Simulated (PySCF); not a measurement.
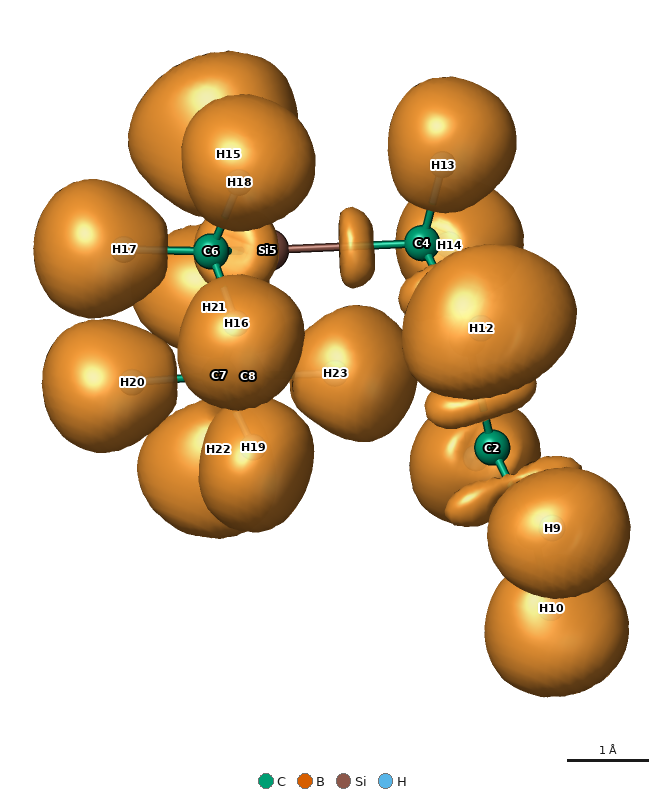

Figure 1: C6H15BSi. Isosurface of the electron localisation function at 0.85 (orange), seen at an oblique angle. Core shells and regions of very low density are left out.

Geometry: GFN2-xTB.

Level of theory: PBE0/pcSseg-1, SCF density, gas phase, non-relativistic in PySCF.

```yaml
atoms:
  - { symbol: C, position_ang: [3.1647, -0.6892, 1.1986] }
  - { symbol: C, position_ang: [2.1102, -0.8012, 0.3923] }
  - { symbol: B, position_ang: [1.6929, 0.2744, -0.6452] }
  - { symbol: C, position_ang: [0.4652, 0.0379, -1.5676] }
  - { symbol: Si, position_ang: [-1.1347, 0.6691, -0.7028] }
  - { symbol: C, position_ang: [-0.9499, 2.4965, -0.2114] }
  - { symbol: C, position_ang: [-1.5239, -0.3605, 0.8584] }
  - { symbol: C, position_ang: [-1.8625, -1.8178, 0.5612] }
  - { symbol: H, position_ang: [3.8001, 0.1827, 1.1704] }
  - { symbol: H, position_ang: [3.4467, -1.4493, 1.9132] }
  - { symbol: H, position_ang: [1.5230, -1.7114, 0.4785] }
  - { symbol: H, position_ang: [2.2947, 1.2810, -0.6994] }
  - { symbol: H, position_ang: [0.5314, 0.5725, -2.5141] }
  - { symbol: H, position_ang: [0.2968, -1.0138, -1.7964] }
  - { symbol: H, position_ang: [-2.2512, 0.5255, -1.6629] }
  - { symbol: H, position_ang: [-0.1626, 2.6260, 0.5255] }
  - { symbol: H, position_ang: [-1.8678, 2.8911, 0.2132] }
  - { symbol: H, position_ang: [-0.6964, 3.1094, -1.0702] }
  - { symbol: H, position_ang: [-0.6724, -0.3284, 1.5414] }
  - { symbol: H, position_ang: [-2.3631, 0.0901, 1.3910] }
  - { symbol: H, position_ang: [-2.7277, -1.8834, -0.0946] }
  - { symbol: H, position_ang: [-2.0887, -2.3591, 1.4789] }
  - { symbol: H, position_ang: [-1.0295, -2.3152, 0.0708] }
```

**What do the ELF domains correspond to?**

The ELF exceeds this value in two regions between bonded B–C atoms (shared pairs), two regions between bonded C–C atoms (shared pairs), three regions between bonded C–Si atoms (shared pairs) and 15 regions around hydrogen nuclei. Along the contacts the grid gives the following. C–C (1.33 Å): the ELF peaks at about 0.95 between the atoms; a short, multiple covalent bond. C–B (1.55 Å): the ELF peaks at about 1 between the atoms, as expected for a shared electron pair.
